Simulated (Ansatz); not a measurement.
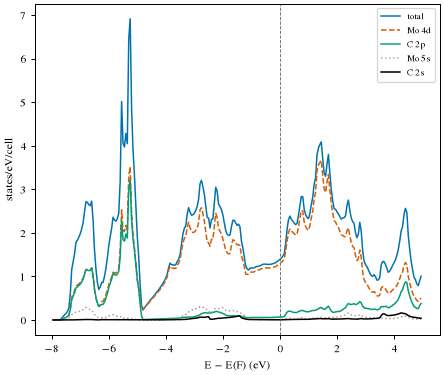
*Total and projected density of states of Mo$_{2}$C in space group P-3m1 (No. 164; Mo on 2d, C on 1b), plane-wave PAW PBEsol (Ansatz code)*

Task: Which orbitals carry the states next to the Fermi level?

Result: Within 0.5 eV of the Fermi level: Mo 4d 91 %, C 2p 6 %. Projections are on Löwdin-orthogonalised atomic valence shells; empty p or d shells of many metals are not among them.

Task: Where is the tallest occupied peak in this window, and what makes it?

Result: Near -5.2 eV, about 6.9 states/eV per cell; the largest projected share is Mo 4d.

The workflow started from a Materials Project entry (that database holds measured and hypothetical structures alike); the Crystallography Open Database copy checked does not list it. COD files the formula under space group No. 60, so this cell is another polymorph or a model. Whether it is the stable phase at ambient conditions was not checked. Symmetry was held in the PBEsol relaxation; of distortions, only those at the zone centre were tested. The run is not spin-polarised. Scalar-relativistic: spin–orbit coupling is off unless named, which matters more the heavier the elements.

Potentials: the later of the program's two PAW sets.
